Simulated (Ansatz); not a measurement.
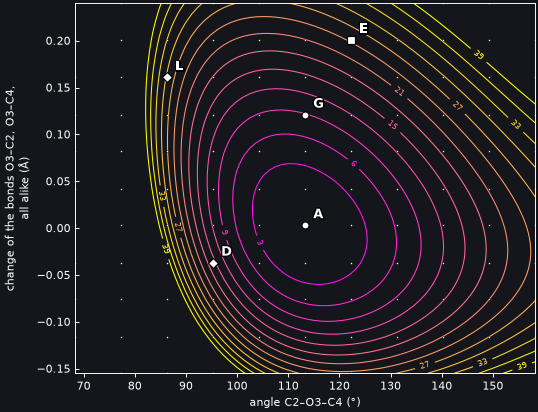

C2H7BO2, SMILES BCOCO. First axis: angle C2–O3–C4. Second axis: change of the bonds O3–C2, O3–C4, all alike. Nothing is relaxed (all other coordinates rigid). Grid: 11 × 11 points. Points are written as (first, second). Energies: kcal/mol, counted from the lowest grid point. All numbers below come from Ansatz 0.2.0, RKS PBE-D4/def2-SVP.

Drawn: contour lines labelled in kcal/mol (none above 39), dots at the grid points, lettered points. Between grid points the surface is interpolated.

> What kind of point is each of A, D, E, G, L: minimum, saddle, maximum or slope?

A: minimum; D: on a slope; E: on a slope; G: on a slope; L: on a slope. (In these two coordinates alone; a stationary point may lie a little off the grid point.)

> Rank the lettered points by energy, lowest first.

A (0 kcal/mol), G (9 kcal/mol), D (16 kcal/mol), E (24 kcal/mol), L (30 kcal/mol).
